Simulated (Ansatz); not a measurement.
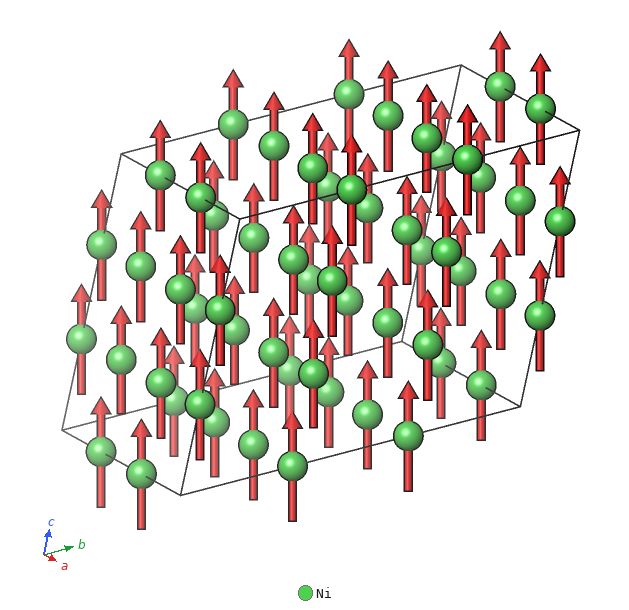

View slightly off an axis, drawn as a spheres-only model. Lines trace the edges of the simulation cell. Arrows are the site magnetic moments above 0.25 μB; longer means larger, and red and blue are up and down (without spin-orbit coupling the axis itself is arbitrary).

This is the state reached for Ni. Method used: DFT PBE, scalar-relativistic, plane waves, PAW in Ansatz. It ran with a basis cut at 420 eV, Brillouin-zone sampling on a 7×7×7 mesh, Gaussian smearing of 0.1 eV, collinear spins.

**Name the magnetic order and give the moments.**

Ferromagnetic (within this cell). Site moments: 26 Ni +0.6 to +0.7 μB. The net spin moment of the whole cell is 16.4 μB, including what lies between the atoms and on sites without an arrow.

The initial geometry was a structure listed in the Materials Project, repeated into a supercell with a point defect put in. The atoms were relaxed in a fixed cell with DFT PBE, scalar-relativistic, plane waves, PAW (Ansatz 0.2.0).
